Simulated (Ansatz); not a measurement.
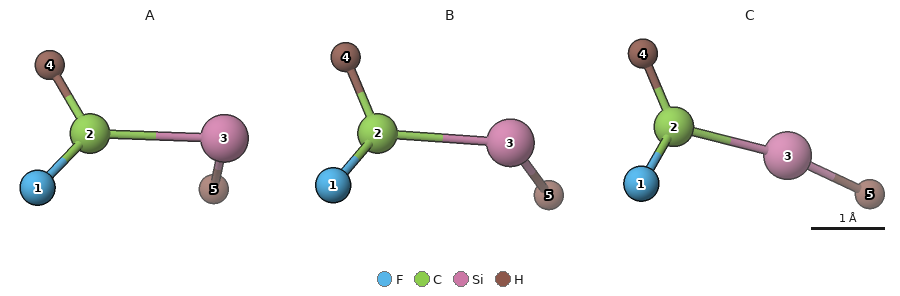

3 geometries from one relaxation of CH2FSi (charge +1), in shuffled order. A ball-and-stick model, seen at a tilt.

The run prepares the start of a later molecular dynamics calculation, from a guessed geometry.

Computed with UKS r2SCAN-D4/STO-3G in Ansatz 0.2.0. Set-up: collinear spin; force threshold 0.02 eV/Å; at most 40 steps.

### Order the frames from highest to lowest energy.

C, B, A. They are steps 0, 3, 11, at +137.2 kJ/mol, +43.8 kJ/mol relative to the last. H5 moves most after the best rigid fit: 0.78 Å. By element the largest moves are H 0.78 Å, Si 0.74 Å, C 0.24 Å, F 0.14 Å. Some distances before and after: C2–Si3 1.777 → 1.879 Å, Si3–H5 1.453 → 1.493 Å, C2–H4 1.098 → 1.135 Å, F1–C2 1.338 → 1.327 Å. Among the angles between lasting bonds that change: C2–Si3–H5 168.6° → 93.1°, F1–C2–Si3 118.0° → 127.8°, Si3–C2–H4 125.0° → 118.1°. Over 11 geometry steps the energy falls by 137.2 kJ/mol. The largest force component goes from 1.7 to 0.012 eV/Å.

Limits of the set-up: STO-3G is a minimal basis, so the numbers are rough.
